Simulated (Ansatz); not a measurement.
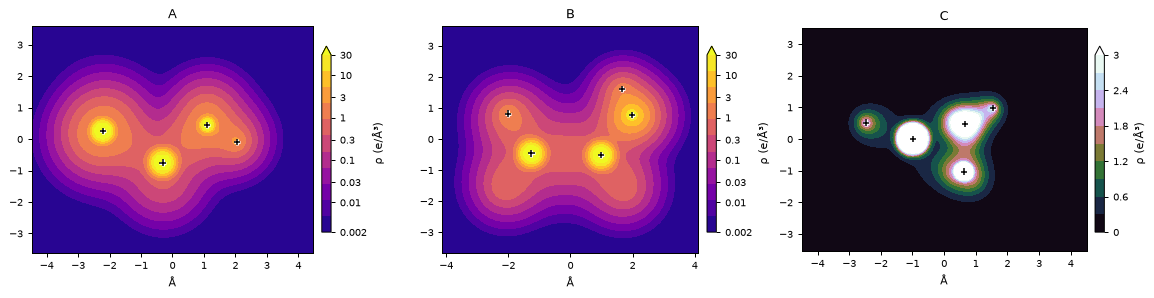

The total electron density of 3 systems, each on a plane through atoms (crosses mark nuclei in the plane).

Theory: Ansatz, RKS PBE0-D4/def2-TZVPP.

System 1: CH6S2Si, the plane of atoms C1, Si2 and S3. Geometry: PBE0-D4/def2-TZVP.

```yaml
atoms:
  - { symbol: C, position_ang: [-0.3160, 1.3553, -0.4498] }
  - { symbol: Si, position_ang: [0.3160, -0.3652, -0.7700] }
  - { symbol: S, position_ang: [1.4767, -1.1232, 0.8748] }
  - { symbol: S, position_ang: [0.0111, -1.0560, 2.3276] }
  - { symbol: H, position_ang: [0.5129, 2.0510, -0.3059] }
  - { symbol: H, position_ang: [-0.9169, 1.6990, -1.2961] }
  - { symbol: H, position_ang: [-0.9426, 1.3688, 0.4441] }
  - { symbol: H, position_ang: [-0.8071, -1.3047, -1.0271] }
  - { symbol: H, position_ang: [1.2632, -0.3974, -1.9181] }
  - { symbol: H, position_ang: [-0.5141, -2.2788, 2.1234] }
```

System 2: CH4AlN (SMILES [CH2]1[NH][AlH]1), the plane of atoms N2, Al3 and H7. Geometry: PBE0-D4/def2-TZVP.

| atom | x (Å) | y (Å) | z (Å) |
| --- | --- | --- | --- |
| C | -0.5786 | -0.0272 | -0.6163 |
| N | -0.1252 | 0.5166 | 0.7141 |
| Al | 1.0903 | -0.5668 | 0.1613 |
| H | -1.4745 | -0.6522 | -0.5863 |
| H | -0.6451 | 0.7057 | -1.4241 |
| H | -0.6886 | 1.1748 | 1.2228 |
| H | 2.4829 | -1.2189 | 0.4828 |

System 3: H4OSSi2 (SMILES O[SiH]1[SiH2]S1), the plane of atoms Si2, Si3 and H7. Geometry: PBE0-D4/def2-TZVP.

```yaml
atoms:
  - { symbol: O, position_ang: [-0.2440, 2.0471, -0.5328] }
  - { symbol: Si, position_ang: [-0.3969, 0.7184, 0.4125] }
  - { symbol: Si, position_ang: [0.6486, -1.2440, 0.0972] }
  - { symbol: S, position_ang: [-1.4573, -0.9663, -0.3584] }
  - { symbol: H, position_ang: [-0.0287, 1.9078, -1.4573] }
  - { symbol: H, position_ang: [-0.8422, 1.2235, 1.7245] }
  - { symbol: H, position_ang: [1.4875, -1.5009, -1.1000] }
  - { symbol: H, position_ang: [0.9253, -2.2427, 1.1585] }
```

> Which map belongs to which system?

Panel A is system 1, CH6S2Si: the plane holds C, Si, S and H. C–Si (1.86 Å): the density is about 0.99 e/Å³ at the midpoint. Panel B is system 3, H4OSSi2: the plane holds O, Si and H. Si–O (1.64 Å): the density is about 1.2 e/Å³ at the midpoint. Panel C is system 2, CH4AlN: the plane holds C, N, Al and H. C–N (1.51 Å): ρ at the midpoint is about 1.7 e/Å³.
